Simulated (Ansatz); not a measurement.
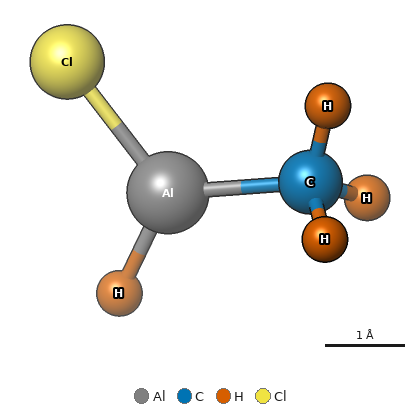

*The starting structure (ball-and-stick view, seen at a tilt). Sticks mark near contacts.*

Bond lengths as drawn: Al–C 1.95 Å, Al–Cl 2.12 Å, Al–H 1.57 Å and C–H 1.08 to 1.09 Å.

**CH4AlCl: nudged elastic band**

- system: CH4AlCl
- method: RHF/def2-mTZVP (Ansatz 0.2.0)

It belongs to a series of runs on one base structure; here: band between the two ends.

**Output**
```
Engine: ansatz 0.2.0, aarch64-unknown-linux-gnu
Functional definition: HF
  exchange = exact_x
  correlation = 0
748 factors; integrals over basis functions are off by at most 5.6e-4 eV
mean field evaluation 1: about -20180.6859 eV, gradient 2.8e1 eV
mean field evaluation 2: about -20180.7921 eV, gradient 2.8e1 eV
mean field evaluation 4: about -20182.8615 eV, gradient 2.0e0 eV
mean field evaluation 8: about -20182.8867 eV, gradient 1.2e-1 eV
mean field -20182.88675122 eV, -741.7074076552 hartree, gradient 5.1e-5 eV, S^2 0.000000; 0 other end points of the search recorded, 0 dependent functions left out
the calculation of the forces begins
reference -20182.88675122 eV, -741.7074076552 hartree; 20, 20 occupied and 55, 55 virtual orbitals, 748 factors
742 factors; integrals over basis functions are off by at most 9.6e-4 eV
mean field evaluation 16: about -20182.5535 eV, gradient 1.8e0 eV
mean field -20182.57537027 eV, -741.6959646166 hartree, gradient 3.9e-5 eV, S^2 0.000000; 0 other end points of the search recorded, 0 dependent functions left out
[... from here on the field's lines of each further geometry are left out, up to the last ...]
NEB iter   1: max|band force component| = 1.253e1 eV/Å  barrier→ = 5.7983 eV  barrier← = 5.4870 eV  Δτ_max = 0.2000 Å  (393 SCF iters)
NEB iter   2: max|band force component| = 2.571e0 eV/Å  barrier→ = 4.7654 eV  barrier← = 4.4540 eV  Δτ_max = 0.1967 Å  (301 SCF iters)
NEB iter   3: max|band force component| = 2.916e0 eV/Å  barrier→ = 4.3385 eV  barrier← = 4.0271 eV  Δτ_max = 0.0997 Å  (304 SCF iters)
NEB iter   4: max|band force component| = 1.345e0 eV/Å  barrier→ = 4.1782 eV  barrier← = 3.8668 eV  Δτ_max = 0.1937 Å  (297 SCF iters)
NEB iter   5: max|band force component| = 1.364e0 eV/Å  barrier→ = 4.5622 eV  barrier← = 4.2508 eV  Δτ_max = 0.1014 Å  (279 SCF iters)
NEB iter   6: max|band force component| = 1.057e0 eV/Å  barrier→ = 4.5110 eV  barrier← = 4.1996 eV  Δτ_max = 0.2000 Å  (292 SCF iters)
NEB iter   7: max|band force component| = 6.332e-1 eV/Å  barrier→ = 4.4231 eV  barrier← = 4.1118 eV  Δτ_max = 0.2000 Å  (292 SCF iters)
NEB iter   8: max|band force component| = 3.101e-1 eV/Å  barrier→ = 4.4369 eV  barrier← = 4.1256 eV  CI = image 4  Δτ_max = 0.2000 Å  (293 SCF iters)
NEB iter   9: max|band force component| = 4.770e-1 eV/Å  barrier→ = 4.4177 eV  barrier← = 4.1063 eV  CI = image 4  Δτ_max = 0.1003 Å  (295 SCF iters)
NEB iter  10: max|band force component| = 2.272e-1 eV/Å  barrier→ = 4.4072 eV  barrier← = 4.0958 eV  CI = image 4  Δτ_max = 0.1177 Å  (293 SCF iters)
NEB iter  11: max|band force component| = 1.288e-1 eV/Å  barrier→ = 4.4025 eV  barrier← = 4.0911 eV  CI = image 4  Δτ_max = 0.0713 Å  (296 SCF iters)
NEB iter  12: max|band force component| = 8.616e-2 eV/Å  barrier→ = 4.4016 eV  barrier← = 4.0903 eV  CI = image 4  Δτ_max = 0.0677 Å  (268 SCF iters)
the calculation of the forces begins
reference -20182.57385735 eV, -741.6959090177 hartree; 20, 20 occupied and 55, 55 virtual orbitals, 742 factors
748 factors; integrals over basis functions are off by at most 9.3e-4 eV
mean field -20178.48518702 eV, -741.5456531546 hartree, gradient 2.7e-5 eV, S^2 0.000000; 1 other end points of the search recorded, 0 dependent functions left out
the calculation of the forces begins
reference -20178.48518702 eV, -741.5456531546 hartree; 20, 20 occupied and 55, 55 virtual orbitals, 748 factors
NEB iter  13: max|band force component| = 3.094e-2 eV/Å  barrier→ = 4.4016 eV  barrier← = 4.0902 eV  CI = image 4  Δτ_max = 0.0000 Å  (575 SCF iters)
```

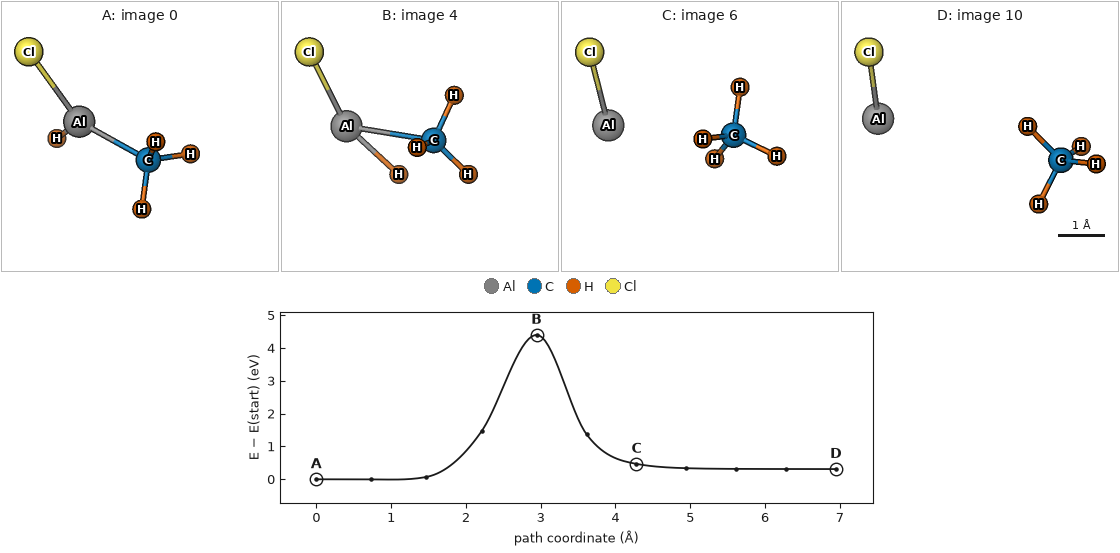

*Images of the last band (counted from 0; ball-and-stick, seen at a tilt) above the energy along the path; the line is a cubic interpolation that uses the forces.*

The highest image is number 4, 4.402 eV above the start and 4.090 eV above the end (the climbing image); the end lies 0.311 eV above the start. The path is 6.95 Å long. The band converged in 13 iterations.

```
Total energy: -20178.48518702 eV, -741.5456531546 hartree
Atom 0 at     0.462561    -0.071874    -0.509244 Å, force     0.005715    -0.004711     0.008253 eV/Å
Atom 1 at     1.152557    -0.033304     1.589547 Å, force     0.007320     0.020146    -0.019455 eV/Å
Atom 2 at     0.456305    -0.729494     2.052462 Å, force    -0.008759    -0.013560     0.006273 eV/Å
Atom 3 at     2.145916    -0.250423     1.960226 Å, force    -0.001107    -0.005287     0.003987 eV/Å
Atom 4 at     0.906177     0.991507     1.863190 Å, force    -0.000390    -0.002990    -0.004629 eV/Å
Atom 5 at     1.874540    -0.384920     0.105761 Å, force     0.004515     0.002784     0.003041 eV/Å
Atom 6 at    -1.558457     0.478508    -0.280943 Å, force    -0.007293     0.003617     0.002530 eV/Å
Dipole moment:     0.255267    -0.057029     0.076842 e Å
this run last wrote the band of iteration 13 to [file]
```

**The last band as extended XYZ (Å, eV, eV/Å)**
```
7
Properties=species:S:1:pos:R:3:forces:R:3 image=0 energy=-20182.88675
Al    0.6054    0.0516   -0.0275    0.0099   0.0109  -0.0200
C     1.0722   -0.0333    1.8669   -0.0290  -0.0018  -0.0105
H     0.2090   -0.1818    2.5053    0.0061  -0.0003   0.0008
H     1.7698   -0.8429    2.0640    0.0042  -0.0078   0.0000
H     1.5664    0.8790    2.1907    0.0008   0.0055  -0.0023
H     1.6357    0.2504   -1.1943    0.0180  -0.0018   0.0092
Cl   -1.4189   -0.1232   -0.6241   -0.0099  -0.0047   0.0228
7
Properties=species:S:1:pos:R:3:forces:R:3 image=1 energy=-20182.88997
Al    0.6197    0.0015   -0.0354    0.0011  -0.0004   0.0017
C     1.0750   -0.0320    1.8627   -0.0019   0.0014  -0.0074
H     0.2889   -0.4724    2.4664    0.0014  -0.0025  -0.0004
H     1.9915   -0.5815    2.0525    0.0021   0.0026  -0.0002
H     1.2305    0.9760    2.2408   -0.0022  -0.0010   0.0013
H     1.6501   -0.0795   -1.2169   -0.0030  -0.0026   0.0047
Cl   -1.4162    0.1878   -0.5892    0.0025   0.0025   0.0004
7
Properties=species:S:1:pos:R:3:forces:R:3 image=2 energy=-20182.81471
Al    0.5967   -0.0400   -0.0451    0.0836  -0.0093   0.1105
C     1.0566    0.0015    1.8251   -0.0310   0.0035   0.1331
H     0.4584   -0.7060    2.3888    0.0056   0.0313   0.1705
H     2.1024   -0.2519    1.9611   -0.0089   0.0174   0.0985
H     0.8843    0.9854    2.2468    0.0030   0.0040   0.1784
H     1.7435   -0.4163   -1.0333   -0.1731   0.0009  -0.4977
Cl   -1.4023    0.4273   -0.5623    0.1209  -0.0480  -0.1934
7
Properties=species:S:1:pos:R:3:forces:R:3 image=3 energy=-20181.42154
Al    0.5226   -0.0497   -0.1649    0.3667   0.0674   1.6718
C     1.0582    0.0019    1.6817   -0.5271   0.1859   0.4639
H     0.4432   -0.7155    2.2047   -0.1572   0.1407   0.7672
H     2.1036   -0.2351    1.8785   -0.2632   0.0329  -0.3068
H     0.8660    1.0054    2.0317   -0.1682   0.0956   0.7807
H     1.9679   -0.4401   -0.4557    0.4939  -0.3904  -2.6735
Cl   -1.5220    0.4332   -0.3949    0.2551  -0.1321  -0.7033
7
Properties=species:S:1:pos:R:3:forces:R:3 image=4 energy=-20178.48519
Al    0.4626   -0.0719   -0.5092    0.0057  -0.0047   0.0083
C     1.1526   -0.0333    1.5895    0.0073   0.0201  -0.0195
H     0.4563   -0.7295    2.0525   -0.0088  -0.0136   0.0063
H     2.1459   -0.2504    1.9602   -0.0011  -0.0053   0.0040
H     0.9062    0.9915    1.8632   -0.0004  -0.0030  -0.0046
H     1.8745   -0.3849    0.1058    0.0045   0.0028   0.0030
Cl   -1.5585    0.4785   -0.2809   -0.0073   0.0036   0.0025
7
Properties=species:S:1:pos:R:3:forces:R:3 image=5 energy=-20181.51672
Al    0.3708   -0.0611   -0.8875   -0.5260  -0.0350  -1.9766
C     1.2947   -0.0799    1.5683    0.7566  -0.2222  -0.1127
H     0.5174   -0.7535    1.9310    0.3421  -0.0532  -0.5845
H     2.1980   -0.2609    2.1090    0.2978  -0.0044   0.7654
H     0.9565    0.9381    1.7661    0.2959  -0.2227  -0.5749
H     1.6994   -0.2888    0.5153   -0.9334   0.4474   2.1387
Cl   -1.5971    0.5061   -0.2212   -0.2330   0.0901   0.3446
7
Properties=species:S:1:pos:R:3:forces:R:3 image=6 energy=-20182.41805
Al    0.0908    0.1248   -1.3785   -0.1800   0.0347  -0.3189
C     1.4025   -0.1212    1.6733    0.0729  -0.0125   0.0654
H     0.6402   -0.8628    1.8683    0.0500  -0.0137  -0.0014
H     2.2513   -0.2828    2.3186    0.0227  -0.0014   0.1592
H     0.9883    0.8631    1.8424    0.0521  -0.0072   0.0037
H     1.7530   -0.2068    0.6517    0.0193  -0.0070   0.1057
Cl   -1.6865    0.4857   -0.1947   -0.0370   0.0072  -0.0136
7
Properties=species:S:1:pos:R:3:forces:R:3 image=7 energy=-20182.54908
Al   -0.2858    0.3636   -1.7217   -0.0415   0.0082  -0.0349
C     1.5231   -0.1623    1.7568    0.0155   0.0057   0.0206
H     0.7970   -0.9583    1.8481    0.0133  -0.0073   0.0007
H     2.3189   -0.3111    2.4732   -0.0014  -0.0043   0.0239
H     1.0368    0.7850    1.9458    0.0143  -0.0010   0.0011
H     1.9450   -0.1643    0.7598    0.0132  -0.0048   0.0108
Cl   -1.8954    0.4474   -0.2810   -0.0135   0.0036  -0.0222
7
Properties=species:S:1:pos:R:3:forces:R:3 image=8 energy=-20182.57014
Al   -0.6192    0.6807   -1.9221   -0.0072   0.0005  -0.0020
C     1.6321   -0.1804    1.8258    0.0069   0.0036  -0.0209
H     0.8324   -0.9082    1.8246    0.0010   0.0004   0.0092
H     2.3523   -0.4323    2.5921   -0.0033  -0.0019   0.0088
H     1.2230    0.8014    2.0231    0.0020  -0.0033   0.0076
H     2.1244   -0.1806    0.8615    0.0077  -0.0007   0.0054
Cl   -2.1055    0.2194   -0.4240   -0.0070   0.0014  -0.0081
7
Properties=species:S:1:pos:R:3:forces:R:3 image=9 energy=-20182.57386
Al   -0.8173    0.8590   -1.9736   -0.0032   0.0000   0.0006
C     1.6882   -0.1642    1.8640    0.0079  -0.0009   0.0014
H     0.7278   -0.6532    1.7755    0.0010  -0.0020   0.0025
H     2.2946   -0.6857    2.5922   -0.0056  -0.0024   0.0036
H     1.5437    0.8591    2.1840    0.0020   0.0006  -0.0035
H     2.1927   -0.1764    0.9065    0.0012   0.0042  -0.0002
Cl   -2.1901   -0.0385   -0.5676   -0.0032   0.0004  -0.0044
7
Properties=species:S:1:pos:R:3:forces:R:3 image=10 energy=-20182.57537
Al   -1.0486    1.1210   -1.9540    0.0006   0.0009  -0.0009
C     1.7698   -0.1887    1.9137   -0.0053  -0.0006   0.0061
H     0.7829   -0.6142    1.7890    0.0124   0.0054   0.0014
H     2.2407   -0.6210    2.7867   -0.0068   0.0052  -0.0129
H     1.6889    0.8826    2.0433    0.0000  -0.0075   0.0013
H     2.3705   -0.4021    1.0393   -0.0007  -0.0023   0.0036
Cl   -2.3646   -0.1776   -0.8371   -0.0001  -0.0011   0.0014
```

This output came from the following input.

**The input**
```yaml
crystal:
  periodic: [false, false, false]
  atoms:
    - { symbol: Al, position_ang: [0.605359, 0.051648, -0.027466] }
    - { symbol: C, position_ang: [1.072198, -0.033264, 1.86689] }
    - { symbol: H, position_ang: [0.209026, -0.181765, 2.505279] }
    - { symbol: H, position_ang: [1.76983, -0.842867, 2.064001] }
    - { symbol: H, position_ang: [1.566406, 0.879026, 2.190722] }
    - { symbol: H, position_ang: [1.635676, 0.250424, -1.194347] }
    - { symbol: Cl, position_ang: [-1.418896, -0.123203, -0.62408] }
basis:
  gaussian: { orbitals: def2-mTZVP }
hamiltonian:
  xc: hf
neb:
  order_check: false
  images: 9
  f_tol: 0.05
  max_iterations: 60
  final_atoms:
    - { symbol: Al, position_ang: [-1.04860636, 1.12101362, -1.95395972] }
    - { symbol: C, position_ang: [1.76980788, -0.18871678, 1.91372655] }
    - { symbol: H, position_ang: [0.78289559, -0.61424015, 1.78901795] }
    - { symbol: H, position_ang: [2.2407135, -0.62101362, 2.78667507] }
    - { symbol: H, position_ang: [1.68885479, 0.88264138, 2.04334525] }
    - { symbol: H, position_ang: [2.37049345, -0.4021318, 1.03928909] }
    - { symbol: Cl, position_ang: [-2.36455986, -0.17755364, -0.83709518] }
  initial_path:
    images:
      - { positions_ang: [[0.605359, 0.051648, -0.027466], [1.072198, -0.033264, 1.86689], [0.209026, -0.181765, 2.505279], [1.76983, -0.842867, 2.064001], [1.566406, 0.879026, 2.190722], [1.635676, 0.250424, -1.194347], [-1.418896, -0.123203, -0.62408]] }
      - { positions_ang: [[0.4843727, 0.04419446, -0.02202007], [1.13863771, -0.02871454, 1.82435137], [0.24787743, -0.20930669, 2.40838181], [1.84960297, -0.82012148, 2.05458611], [1.58129074, 0.90411986, 2.15983756], [1.65898826, 0.20128863, -0.92169257], [-1.52117081, -0.09146124, -0.72244522]] }
      - { positions_ang: [[0.36338641, 0.03674092, -0.01657414], [1.20507742, -0.02416509, 1.78181274], [0.28672887, -0.23684838, 2.31148463], [1.92937593, -0.79737596, 2.04517121], [1.59617548, 0.92921372, 2.12895313], [1.68230051, 0.15215326, -0.64903813], [-1.62344563, -0.05971948, -0.82081043]] }
      - { positions_ang: [[0.24240011, 0.02928739, -0.01112821], [1.27151713, -0.01961563, 1.73927411], [0.3255803, -0.26439007, 2.21458744], [2.0091489, -0.77463044, 2.03575632], [1.61106022, 0.95430759, 2.09806869], [1.70561277, 0.10301789, -0.3763837], [-1.72572044, -0.02797773, -0.91917565]] }
      - { positions_ang: [[0.12141382, 0.02183385, -0.00568228], [1.33795684, -0.01506618, 1.69673547], [0.36443174, -0.29193176, 2.11769025], [2.08892186, -0.75188492, 2.02634143], [1.62594496, 0.97940145, 2.06718425], [1.72892503, 0.05388252, -0.10372926], [-1.82799525, 0.00376403, -1.01754087]] }
      - { positions_ang: [[0.00042752, 0.01438031, -0.00023635], [1.40439656, -0.01051672, 1.65419684], [0.40328317, -0.31947344, 2.02079307], [2.16869483, -0.72913939, 2.01692653], [1.6408297, 1.00449531, 2.03629982], [1.75223728, 0.00474715, 0.16892517], [-1.93027007, 0.03550579, -1.11590609]] }
      - { positions_ang: [[-0.20937925, 0.23570697, -0.39098102], [1.47747882, -0.04615674, 1.70610278], [0.47920566, -0.37842679, 1.97443804], [2.18309856, -0.70751424, 2.17087624], [1.65043472, 0.98012453, 2.0377089], [1.87588852, -0.07662864, 0.34299796], [-2.01712803, -0.0071061, -1.06014391]] }
      - { positions_ang: [[-0.41918603, 0.45703364, -0.7817257], [1.55056108, -0.08179675, 1.75800873], [0.55512814, -0.43738013, 1.92808302], [2.1975023, -0.68588909, 2.32482595], [1.66003974, 0.95575374, 2.03911799], [1.99953975, -0.15800443, 0.51707074], [-2.10398598, -0.04971798, -1.00438173]] }
      - { positions_ang: [[-0.62899281, 0.6783603, -1.17247037], [1.62364335, -0.11743676, 1.80991467], [0.63105063, -0.49633347, 1.881728], [2.21190603, -0.66426393, 2.47877566], [1.66964476, 0.93138295, 2.04052708], [2.12319099, -0.23938022, 0.69114352], [-2.19084394, -0.09232987, -0.94861954]] }
      - { positions_ang: [[-0.83879959, 0.89968696, -1.56321505], [1.69672561, -0.15307677, 1.86182061], [0.70697311, -0.55528681, 1.83537297], [2.22630977, -0.64263878, 2.63272536], [1.67924977, 0.90701217, 2.04193616], [2.24684222, -0.32075601, 0.8652163], [-2.2777019, -0.13494176, -0.89285736]] }
      - { positions_ang: [[-1.04860636, 1.12101362, -1.95395972], [1.76980788, -0.18871678, 1.91372655], [0.78289559, -0.61424015, 1.78901795], [2.2407135, -0.62101362, 2.78667507], [1.68885479, 0.88264138, 2.04334525], [2.37049345, -0.4021318, 1.03928909], [-2.36455986, -0.17755364, -0.83709518]] }
```

Run as:
```bash
ansatz run input.yaml --threads 1 --pin off --max-ram 2048MiB --backend cpu --events-out ev --progress --plain --runs-dir out
```

**Summary**

```json
{"quantity": "outcome", "value": "converged"}
{"quantity": "barrier, forward", "value": "4.402 eV"}
{"quantity": "barrier, backward", "value": "4.090 eV"}
{"quantity": "hardware", "value": "1 thread of Arm Neoverse V2, 24 GiB of memory available, shared host"}
{"quantity": "wall time", "value": "98 s"}
{"quantity": "peak memory", "value": "0.12 GiB"}
```

**Notes**

The order of the saddle point was not checked.
